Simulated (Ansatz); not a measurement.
## A hypothetical structure for CsZn4As2P

Starting from a made-up structure for CsZn4As2P, the aim is the relaxed cell, its shortest contacts and, where a second run follows, its electronic structure.

Main program and level: Ansatz 0.2.0; DFT, PBE, plane-wave PAW, files of the set soft_1, scalar-relativistic, no spin, cell and ions relaxed at zero pressure; PAW set soft_1, in the first sound run; inputs show where later runs differ.

### 1. The structure

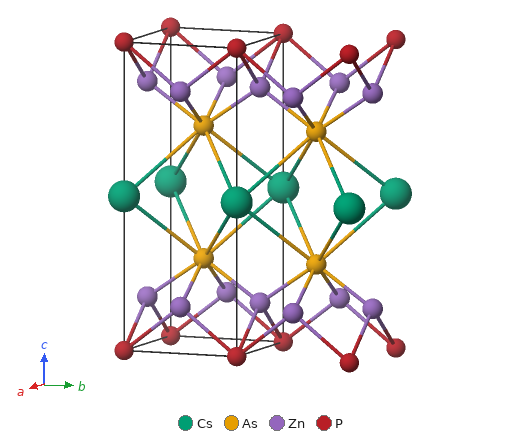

The starting structure, seen slightly off an axis (caesium teal, arsenic orange, zinc purple, phosphorus red). 1×2×1 cells are drawn. Some periodic images of atoms are drawn too.

### 2. Relaxing cell and atoms

The guess takes its coordinates from another compound and its volume from a rule, so the cell and any free coordinates are relaxed together.

Input file input.yaml:

```yaml
crystal:
  lattice:
    - [4.19, 0.0, 0.0]
    - [0.0, 4.19, 0.0]
    - [0.0, 0.0, 10.7]
  atoms:
    - { symbol: Cs, position: [0.0, 0.0, 0.5] }
    - { symbol: As, position: [0.5, 0.5, 0.7151] }
    - { symbol: As, position: [0.5, 0.5, 0.2849] }
    - { symbol: Zn, position: [0.5, 0.0, 0.8492] }
    - { symbol: Zn, position: [0.0, 0.5, 0.8492] }
    - { symbol: Zn, position: [0.5, 0.0, 0.1508] }
    - { symbol: Zn, position: [0.0, 0.5, 0.1508] }
    - { symbol: P, position: [0.0, 0.0, 0.0] }
kpoints:
  mp_grid: { grid: [6, 6, 3] }
scf:
  occupations: { method: fermi_dirac, width: 0.05 }
hamiltonian:
  xc: pbe
  pseudopotentials: { kind: paw, azcp: { folder: soft_1 } }
relax:
  f_tol: 0.015
  max_steps: 70
  cell: {}
output:
  forces: true
  stress: true
```

On the command line:

```sh
> ansatz run input.yaml --threads 4 --pin off --max-ram 10240MiB --backend cpu --events-out ev --progress --plain --runs-dir out
```

Numbers of over 12 decimals in the logs are rounded to 6 here.

The program printed:

```text
Engine: ansatz 0.2.0, x86_64-unknown-linux-gnu
Pseudopotentials: kind: paw
Pseudopotential: Cs, paw, valence charge 9, recommended cutoff 420 eV (normal), soft_1/Cs.paw.azcp
Pseudopotential: As, paw, valence charge 15, recommended cutoff 420 eV (normal), soft_1/As.paw.azcp
Pseudopotential: Zn, paw, valence charge 12, recommended cutoff 420 eV (normal), soft_1/Zn.paw.azcp
Pseudopotential: P, paw, valence charge 5, recommended cutoff 420 eV (normal), soft_1/P.paw.azcp
Functional definition: PBE
  parameter kappa = 0.804
  parameter beta = 0.066725
  exchange = pbe_x(kappa = kappa, mu = beta*pi^2/3)
  correlation = pbe_c(beta = beta)
Crystal: 8 atoms, lattice volume = 187.850 Å³
Basis set: ecut = 420 eV, 3623 PW (Γ), exchange–correlation on 60×60×144 points (8 copies of the dense FFT grid, shifted against one another)
Bands: 56, of which v1, the nominal top of the filled ones, is band 46 counted from 1 (45 counted from 0)
Symmetry: 16 space group operations
Space group: P4/mmm (ITA 123), of the structure as read, at distance tolerance 5.7e-5 Å
k-points: 20 of 108
Non-local potential: Cs, projectors of the file, l = 0: 3, l = 1: 2, l = 2: 2, l = 3: 2
Non-local potential: As, projectors of the file, l = 0: 2, l = 1: 2, l = 2: 3, l = 3: 1
Non-local potential: Zn, projectors of the file, l = 0: 2, l = 1: 2, l = 2: 3, l = 3: 1
Non-local potential: P, projectors of the file, l = 0: 2, l = 1: 2, l = 2: 1
PAW form: soft (Blöchl's): semilocal exchange-correlation on the pseudo side does not see the compensation charge
PAW one-centre angular grid: Cs, 194 points (default); XC on 64 Gauss nodes
PAW one-centre angular grid: As, 590 points (default); XC on 64 Gauss nodes
PAW one-centre angular grid: Zn, 590 points (default); XC on 64 Gauss nodes
PAW one-centre angular grid: P, 110 points (default); XC on 64 Gauss nodes
Initial density: superposition of atomic densities (chi_scale 0.1, normalization cell, long waves kept (reshape's long-wave potential 0.34 eV rms))
Initial wavefunctions: pseudopotential atomic-orbital guess
Functional: x = pbe(κ = 0.804, μ = 0.219515), c = pbe(β = 0.066725)
SCF iter   1: F=—  HF=-29419.235210 eV  |F-HF|=—  |Δ(HF+E_count)|=         —  Δρ=3.24e-2  dr2=9.78e0  ethr=3.10e-3  ⟨swp⟩=9.2  Hψ=5554  notcnv=0  defer=1
preconditioner: auto → Resta (q_TF=auto, 2.422 Å⁻¹)  ε∞=7.3  [insulator: Δε(μ)=0.309 eV  Ē_g=9.051 eV  σ=0.050 eV  W_gap=0.91  n_scr=48 (ndim 8)  ℏωp=22.7 eV  f_vac=0.002  D(μ)=0.09/eV (n_scr^D=0)  ε∞_Penn≈7.3]
SCF iter   2: F=—  HF=-29417.823630 eV  |F-HF|=—  |Δ(HF+E_count)|=    1.41e0  Δρ=2.00e-2  dr2=1.71e0  ethr=3.10e-3  ⟨swp⟩=4.1  Hψ=2065  notcnv=0  defer=47
SCF iter   3: F=—  HF=-29417.527291 eV  |F-HF|=—  |Δ(HF+E_count)|=   2.96e-1  Δρ=1.10e-2  dr2=2.12e-1  ethr=1.86e-3  ⟨swp⟩=3.1  Hψ=2093  notcnv=0  defer=58
SCF iter   4: F=—  HF=-29417.446341 eV  |F-HF|=—  |Δ(HF+E_count)|=   8.09e-2  Δρ=4.75e-3  dr2=4.00e-2  ethr=2.30e-4  ⟨swp⟩=3.0  Hψ=1867  notcnv=0  defer=58
SCF iter   5: F=—  HF=-29417.441277 eV  |F-HF|=—  |Δ(HF+E_count)|=   5.06e-3  Δρ=1.13e-3  dr2=3.92e-3  ethr=4.35e-5  ⟨swp⟩=2.4  Hψ=2101  notcnv=0  defer=54
SCF iter   6: F=—  HF=-29417.441857 eV  |F-HF|=—  |Δ(HF+E_count)|=   5.80e-4  Δρ=4.15e-4  dr2=5.69e-4  ethr=4.26e-6  ⟨swp⟩=2.0  Hψ=1987  notcnv=0  defer=54
SCF iter   7: F=—  HF=-29417.442166 eV  |F-HF|=—  |Δ(HF+E_count)|=   3.10e-4  Δρ=2.44e-4  dr2=1.24e-4  ethr=6.19e-7  ⟨swp⟩=2.0  Hψ=1988  notcnv=0  defer=54
SCF iter   8: F=—  HF=-29417.442155 eV  |F-HF|=—  |Δ(HF+E_count)|=   1.13e-5  Δρ=1.00e-4  dr2=1.65e-5  ethr=1.35e-7  ⟨swp⟩=2.0  Hψ=1987  notcnv=0  defer=54
SCF iter   9: F=—  HF=-29417.442173 eV  |F-HF|=—  |Δ(HF+E_count)|=   1.84e-5  Δρ=2.43e-5  dr2=1.40e-6  ethr=1.80e-8  ⟨swp⟩=2.0  Hψ=1764  notcnv=0  defer=54
SCF iter  10: F=—  HF=-29417.442175 eV  |F-HF|=—  |Δ(HF+E_count)|=   1.52e-6  Δρ=7.02e-6  dr2=1.86e-7  ethr=1.52e-9  ⟨swp⟩=2.0  Hψ=1759  notcnv=0  defer=54
SCF iter  11: F=-29417.442175 eV  HF=-29417.442175 eV  |F-HF|=4.66e-9  |Δ(HF+E_count)|=   1.67e-7  Δρ=3.17e-6  dr2=2.74e-8  ethr=1.09e-10  ⟨swp⟩=5.0  Hψ=3944  notcnv=0
SCF 1 converged in 11 iterations: F = -29417.442175 eV  dr2 = 2.74e-8
  greatest PAW one-centre occupation: 0.999 electrons in one spin orbital (limit 2), on the As atom at site 2 (counted from 0), in its partial waves of l = 2
relax step   1: F+E_penalty+E_count = -29417.44217505 eV  Δ(F+E_penalty+E_count) = +0.000e0 eV  max|allowed force component| = 4.335e-1 eV/Å  Δτ_max = 0.0000 Å  P = -1.259 GPa  Ω = 187.850 Å³  (11 SCF iters, dr2 threshold 1.00e-7 eV, accepted)
Crystal: 8 atoms, lattice volume = 186.776 Å³
Basis set: ecut = 420 eV, 3615 PW (Γ), exchange–correlation on 60×60×144 points (8 copies of the dense FFT grid, shifted against one another)
Initial density: handed on by an earlier stage of this run
Initial wavefunctions: those handed on with the density
iter 1 solved again at ethr=7.61e-5 eV; its pass at ethr=3.10e-3 eV (dr2=7.00e-2 eV) is discarded
SCF iter   1: F=—  HF=-29417.509246 eV  |F-HF|=—  |Δ(HF+E_count)|=         —  Δρ=6.11e-3  dr2=6.85e-2  ethr=7.61e-5  ⟨swp⟩=2.5  Hψ=5732  notcnv=0
preconditioner: auto → LDOS  [insulator: Δε(μ)=0.412 eV  Ē_g=10.383 eV  σ=0.050 eV  W_gap=0.50  n_scr=48 (ndim 8)  ℏωp=23.1 eV  f_vac=0.042  D(μ)=0.82/eV (n_scr^D=2)  ε∞_Penn≈5.9  β→1.0]
SCF iter   2: F=—  HF=-29417.520667 eV  |F-HF|=—  |Δ(HF+E_count)|=   1.14e-2  Δρ=3.92e-3  dr2=1.42e-1  ethr=7.45e-5  ⟨swp⟩=3.6  Hψ=2434  notcnv=0
SCF iter   3: F=—  HF=-29417.495867 eV  |F-HF|=—  |Δ(HF+E_count)|=   2.48e-2  Δρ=7.89e-4  dr2=7.97e-3  ethr=7.45e-5  ⟨swp⟩=3.0  Hψ=2307  notcnv=0  defer=64
SCF iter   4: F=—  HF=-29417.494716 eV  |F-HF|=—  |Δ(HF+E_count)|=   1.15e-3  Δρ=3.42e-4  dr2=6.00e-5  ethr=8.66e-6  ⟨swp⟩=2.0  Hψ=1247  notcnv=0  defer=64
SCF iter   5: F=—  HF=-29417.494770 eV  |F-HF|=—  |Δ(HF+E_count)|=   5.40e-5  Δρ=2.30e-4  dr2=5.32e-5  ethr=6.53e-8  ⟨swp⟩=2.1  Hψ=2009  notcnv=0  defer=64
SCF iter   6: F=—  HF=-29417.494747 eV  |F-HF|=—  |Δ(HF+E_count)|=   2.31e-5  Δρ=3.96e-5  dr2=1.30e-6  ethr=5.78e-8  ⟨swp⟩=2.0  Hψ=1625  notcnv=0  defer=64
SCF iter   7: F=-29417.494746 eV  HF=-29417.494746 eV  |F-HF|=2.35e-8  |Δ(HF+E_count)|=   3.00e-7  Δρ=6.62e-6  dr2=5.28e-8  ethr=8.70e-10  ⟨swp⟩=4.9  Hψ=3836  notcnv=0
SCF 2 converged in 7 iterations: F = -29417.494746 eV  dr2 = 5.28e-8
relax step   2: F+E_penalty+E_count = -29417.49474642 eV  Δ(F+E_penalty+E_count) = -5.257e-2 eV  max|allowed force component| = 5.018e-2 eV/Å  Δτ_max = 0.0995 Å  P = -0.050 GPa  Ω = 186.776 Å³  energy of the carried Pulay correction = +4.091e-4 eV  (7 SCF iters, dr2 threshold 8.00e-7 eV, accepted)
Crystal: 8 atoms, lattice volume = 186.437 Å³
iter 1 solved again at ethr=9.26e-7 eV; its pass at ethr=3.10e-3 eV (dr2=8.52e-4 eV) is discarded
SCF iter   1: F=—  HF=-29417.497188 eV  |F-HF|=—  |Δ(HF+E_count)|=         —  Δρ=7.82e-4  dr2=8.66e-4  ethr=9.26e-7  ⟨swp⟩=3.0  Hψ=5473  notcnv=0
preconditioner: auto → LDOS  [insulator: Δε(μ)=0.433 eV  Ē_g=10.392 eV  σ=0.050 eV  W_gap=0.51  n_scr=48 (ndim 8)  ℏωp=23.1 eV  f_vac=0.041  D(μ)=0.83/eV (n_scr^D=2)  ε∞_Penn≈5.9  β→1.0]
SCF iter   2: F=—  HF=-29417.497134 eV  |F-HF|=—  |Δ(HF+E_count)|=   5.31e-5  Δρ=3.64e-4  dr2=6.87e-4  ethr=9.26e-7  ⟨swp⟩=2.0  Hψ=2113  notcnv=0
SCF iter   3: F=—  HF=-29417.497037 eV  |F-HF|=—  |Δ(HF+E_count)|=   9.71e-5  Δρ=1.30e-4  dr2=2.31e-4  ethr=7.47e-7  ⟨swp⟩=2.0  Hψ=1882  notcnv=0
SCF iter   4: F=—  HF=-29417.496996 eV  |F-HF|=—  |Δ(HF+E_count)|=   4.15e-5  Δρ=2.99e-5  dr2=6.98e-6  ethr=2.51e-7  ⟨swp⟩=2.0  Hψ=1216  notcnv=0
SCF iter   5: F=—  HF=-29417.496999 eV  |F-HF|=—  |Δ(HF+E_count)|=   2.73e-6  Δρ=1.15e-5  dr2=1.61e-7  ethr=7.59e-9  ⟨swp⟩=2.0  Hψ=1623  notcnv=0
SCF iter   6: F=-29417.496999 eV  HF=-29417.496999 eV  |F-HF|=6.00e-8  |Δ(HF+E_count)|=   3.86e-8  Δρ=6.48e-6  dr2=5.39e-8  ethr=1.71e-10  ⟨swp⟩=5.0  Hψ=4149  notcnv=0
SCF 3 converged in 6 iterations: F = -29417.496999 eV  dr2 = 5.39e-8
relax step   3: F+E_penalty+E_count = -29417.49699855 eV  Δ(F+E_penalty+E_count) = -2.252e-3 eV  max|allowed force component| = 3.077e-3 eV/Å  Δτ_max = 0.0114 Å  P = -0.038 GPa  Ω = 186.437 Å³  energy of the carried Pulay correction = +5.387e-4 eV  (6 SCF iters, dr2 threshold 1.57e-7 eV, accepted)
Crystal: 8 atoms, lattice volume = 186.320 Å³
iter 1 solved again at ethr=6.35e-9 eV; its pass at ethr=3.10e-3 eV (dr2=5.84e-6 eV) is discarded
SCF iter   1: F=—  HF=-29417.497104 eV  |F-HF|=—  |Δ(HF+E_count)|=         —  Δρ=5.62e-5  dr2=6.71e-6  ethr=6.35e-9  ⟨swp⟩=3.5  Hψ=5504  notcnv=0
preconditioner: auto → LDOS  [insulator: Δε(μ)=0.440 eV  Ē_g=10.396 eV  σ=0.050 eV  W_gap=0.51  n_scr=48 (ndim 8)  ℏωp=23.1 eV  f_vac=0.041  D(μ)=0.83/eV (n_scr^D=2)  ε∞_Penn≈5.9  β→1.0]
SCF iter   2: F=—  HF=-29417.497100 eV  |F-HF|=—  |Δ(HF+E_count)|=   4.07e-6  Δρ=4.99e-5  dr2=1.64e-5  ethr=6.35e-9  ⟨swp⟩=2.1  Hψ=2045  notcnv=0
SCF iter   3: F=—  HF=-29417.497098 eV  |F-HF|=—  |Δ(HF+E_count)|=   2.67e-6  Δρ=1.18e-5  dr2=1.85e-6  ethr=6.35e-9  ⟨swp⟩=2.0  Hψ=1712  notcnv=0
SCF iter   4: F=—  HF=-29417.497097 eV  |F-HF|=—  |Δ(HF+E_count)|=   3.23e-7  Δρ=4.05e-6  dr2=2.52e-8  ethr=2.01e-9  ⟨swp⟩=2.0  Hψ=1248  notcnv=0
SCF iter   5: F=-29417.497097 eV  HF=-29417.497097 eV  |F-HF|=8.62e-9  |Δ(HF+E_count)|=   7.01e-9  Δρ=2.41e-6  dr2=6.87e-9  ethr=9.87e-12  ⟨swp⟩=5.0  Hψ=4332  notcnv=0
SCF 4 converged in 5 iterations: F = -29417.497097 eV  dr2 = 6.87e-9
relax step   4: F+E_penalty+E_count = -29417.49709721 eV  Δ(F+E_penalty+E_count) = -9.866e-5 eV  max|allowed force component| = 1.732e-3 eV/Å  Δτ_max = 0.0004 Å  P = +0.001 GPa  Ω = 186.320 Å³  energy of the carried Pulay correction = +5.834e-4 eV  (5 SCF iters, dr2 threshold 9.08e-9 eV, accepted)
Initial wavefunctions: pseudopotential atomic-orbital guess (no wavefunctions were taken with the density)
iter 1 solved again at ethr=3.09e-7 eV; its pass at ethr=3.10e-3 eV (dr2=2.84e-4 eV) is discarded
SCF iter   1: F=—  HF=-29417.496464 eV  |F-HF|=—  |Δ(HF+E_count)|=         —  Δρ=4.16e-5  dr2=3.66e-7  ethr=3.09e-7  ⟨swp⟩=3.5  Hψ=8632  notcnv=0
SCF iter   2: F=—  HF=-29417.496500 eV  |F-HF|=—  |Δ(HF+E_count)|=   3.58e-5  Δρ=4.65e-5  dr2=2.15e-6  ethr=3.98e-10  ⟨swp⟩=3.2  Hψ=2379  notcnv=0
SCF iter   3: F=—  HF=-29417.496500 eV  |F-HF|=—  |Δ(HF+E_count)|=   2.45e-7  Δρ=4.17e-5  dr2=1.79e-6  ethr=3.98e-10  ⟨swp⟩=3.4  Hψ=2743  notcnv=0
SCF iter   4: F=—  HF=-29417.496499 eV  |F-HF|=—  |Δ(HF+E_count)|=   6.40e-7  Δρ=1.63e-5  dr2=2.59e-7  ethr=3.98e-10  ⟨swp⟩=2.0  Hψ=1696  notcnv=0
SCF iter   5: F=—  HF=-29417.496499 eV  |F-HF|=—  |Δ(HF+E_count)|=   1.10e-7  Δρ=3.05e-6  dr2=1.13e-8  ethr=2.82e-10  ⟨swp⟩=2.0  Hψ=1548  notcnv=0
SCF iter   6: F=—  HF=-29417.496499 eV  |F-HF|=—  |Δ(HF+E_count)|=   4.42e-9  Δρ=3.44e-7  dr2=1.14e-10  ethr=1.22e-11  ⟨swp⟩=2.0  Hψ=1675  notcnv=0
SCF iter   7: F=-29417.496499 eV  HF=-29417.496499 eV  |F-HF|=0.00e0  |Δ(HF+E_count)|=  5.09e-11  Δρ=2.98e-8  dr2=9.59e-13  ethr=1.00e-12  ⟨swp⟩=5.0  Hψ=3970  notcnv=0
SCF 5 converged in 7 iterations: F = -29417.496499 eV  dr2 = 9.59e-13
relax step   5: F+E_penalty+E_count = -29417.49649884 eV  Δ(F+E_penalty+E_count) = +5.984e-4 eV  max|allowed force component| = 1.697e-3 eV/Å  Δτ_max = 0.0000 Å  P = +0.002 GPa  Ω = 186.320 Å³  stress off target by 1.14e-2 GPa  SCF on the basis re-selected at this cell (its energy is not comparable with the rows above)  (7 SCF iters)
basis re-selected at this cell: Δ(F+E_penalty+E_count) = +5.984e-4 eV, ΔP = +0.001 GPa vs the last step (what re-selecting the basis moved, of the pressure what is left beyond the Pulay correction that the steps carried, after the strain that the cell walked since its last selection, with what the two solves' SCF thresholds leave and, on support functions, any second-order correction that the steps lacked; it is no m [...]
SCF converged after 7 iterations
Free energy (F): -29417.496499 eV
Harris-Foulkes:  -29417.496499 eV  (|F-HF|=0.00e0)
Internal energy: -29417.489579 eV  (E = F + TS)
E sigma→0 (E₀):  -29417.493039 eV
Entropy (-TS):   -0.006920 eV (-0.865 meV/atom)
Fermi energy:    7.752568 eV
--- Per-component energies (eV) ---
  E_band       = -481.019132
  E_kinetic    = 994.078833
  E_local      = -15344.911298  (includes V_loc(G=0)·N_el)
  E_nonlocal   = 2546.245452
  E_hartree    = 6894.681808
  E_xc         = -706.405125
  E_vxc        = -549.514278  (∫ρ·V_xc dr)
  E_paw        = -17234.467861  (= ΣΔE_a)
  E_vpaw       = -1916.280359  (= ΣTr[D̂ρ^β])
  E_aug_tail   = -0.001013  (compensation charges beyond the density's cutoff)
  E_ewald      = -6566.710375
  E_smearing   = -0.006920  (= −TS)
  E_closure    = -0.000000  (closes the sum)
  Σ components = -29417.496499   (vs F -29417.496499, Δ=0.00e0)
--- Forces (eV/Å), atoms counted from 1 ---
  atom   1  Cs     0.00000000     0.00000000     0.00000000
  atom   2  As     0.00000000    -0.00000000    -0.00046242
  atom   3  As    -0.00000000     0.00000000     0.00046242
  atom   4  Zn     0.00000000    -0.00000000     0.00169706
  atom   5  Zn    -0.00000000     0.00000000     0.00169706
  atom   6  Zn    -0.00000000     0.00000000    -0.00169706
  atom   7  Zn     0.00000000    -0.00000000    -0.00169706
  atom   8  P     -0.00000000     0.00000000     0.00000000
  max |Σ_I F_I| component: 1.11e-16 eV/Å
--- Stress (GPa, compression-positive) ---
       -0.003388       0.000000      -0.000000
        0.000000      -0.003388      -0.000000
       -0.000000      -0.000000       0.011449
  P = ⅓ Tr σ = 0.0016 GPa (0.016 kbar)
--- Relaxed structure (4 steps of the walk, 4 accepted, 1 SCFs on fresh bases) ---
  F+E_penalty+E_count = -29417.49649884 eV   max|allowed force component| = 1.697e-3 eV/Å   (the final SCF, on the basis selected at the relaxed cell)
  cell:  # Å, volume = 186.3204 Å³
    - [4.192164, 0, 0]
    - [0, 4.192164, 0]
    - [0, 0, 10.601904]
  atoms:
    - { symbol: Cs, position: [0, 0, 0.500000] }
    - { symbol: As, position: [0.5, 0.5, 0.723449] }
    - { symbol: As, position: [0.5, 0.5, 0.276551] }
    - { symbol: Zn, position: [0.5, 0, 0.854075] }
    - { symbol: Zn, position: [0, 0.5, 0.854075] }
    - { symbol: Zn, position: [0.5, 0, 0.145925] }
    - { symbol: Zn, position: [0, 0.5, 0.145925] }
    - { symbol: P, position: [0, 0, 0] }
```

Elapsed: 19 s, on 4 threads of AMD EPYC 7R32 (Zen 2), shared host; peak memory 0.76 GiB.

Step by step:

```tsv
step	energy less that of the first step (eV)	largest force component (eV/Å)	pressure (GPa)	volume (Å³)
1	0.0000	0.4335	-1.26	187.85
2	-0.0526	0.0502	-0.05	186.78
3	-0.0548	0.0031	-0.04	186.44
4	-0.0549	0.0017	0.00	186.32
5*	-0.0543	0.0017	0.00	186.32
```

Relaxation steps marked * repeat the geometry before them on a plane-wave basis chosen anew for their cell, so energy and pressure can jump there.

The run keeps the 16 symmetry operations that it works with, so distortions that break them were not tested.

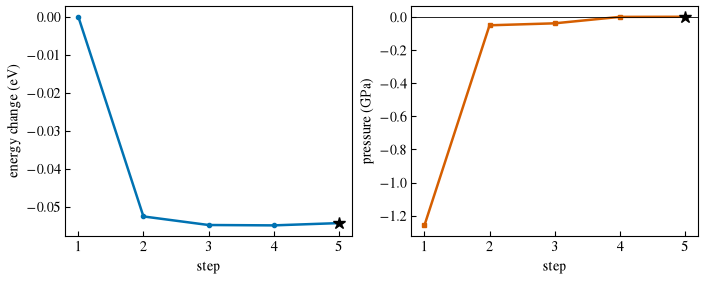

Energy and pressure along the relaxation. Stars mark steps on a basis chosen anew.

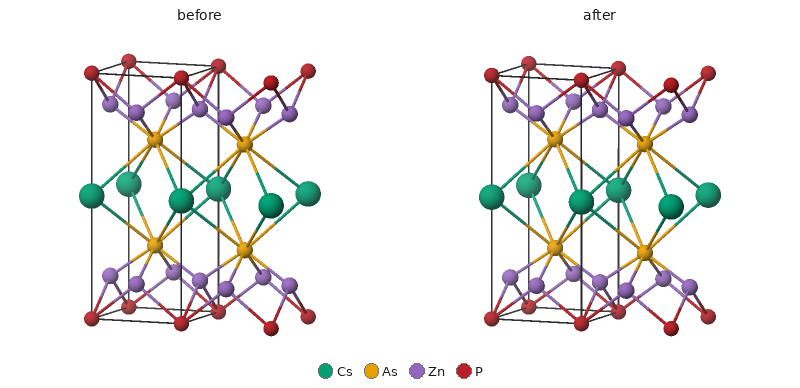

Before and after, at one scale.

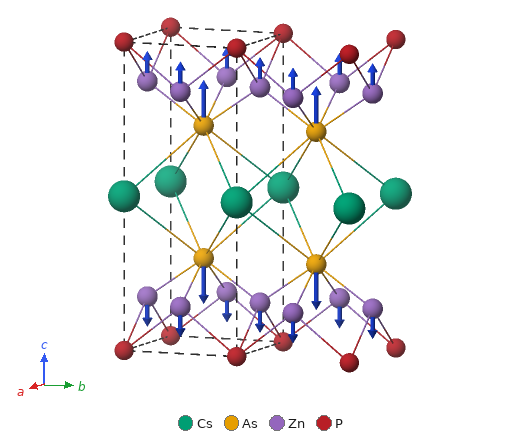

Displacements in the relaxation, exaggerated, measured against the changing cell; the longest in the cell stands for 0.09 Å. 1×2×1 cells are drawn. Some periodic images of atoms are drawn too.

```tsv
conventional cell, symmetrised	before	after	change
a (Å)	4.190	4.192	+0.1 %
b (Å)	4.190	4.192	+0.1 %
c (Å)	10.700	10.602	-0.9 %
volume (Å³/atom)	23.48	23.29	-0.8 %
```

The atoms that moved most (Å, as changes of fractional coordinates times the final cell):

```tsv
atom	dx	dy	dz	length
As2	0.000	0.000	0.089	0.089
As3	0.000	0.000	-0.089	0.089
Zn4	0.000	0.000	0.052	0.052
Zn5	0.000	0.000	0.052	0.052
Zn7	0.000	0.000	-0.052	0.052
Zn6	0.000	0.000	-0.052	0.052
```

This step gave:

* free energy: -29417.4965 eV
* energy at zero smearing: -29417.4930 eV
* smearing term TS: 0.006920 eV
* Fermi energy: 7.753 eV
* electrons: 92
* symmetry operations: 16
* pressure: 0.001558 GPa

The shortest distance of each pair, which need not be the same contact before and after:

```tsv
pair	guess (Å)	relaxed (Å)
As–Zn	2.539	2.512
P–Zn	2.644	2.605
Zn–Zn	2.963	2.964
As–Cs	3.752	3.795
As–P	4.251	4.169
```

The relaxation ends with a largest force component of 0.0017 eV/Å and a pressure of 0.00 GPa.

[end of part 1 of 2]

[Logs are printed without paths, hosts, clocks, repeated set-up lines and the standing remarks that a program may print on its own settings, such as how far it seeks lower states.]

[Hosts, paths, dates, database ids (printed as entryN), source tags and the programs' standing remarks are cut or masked in the printed files.]
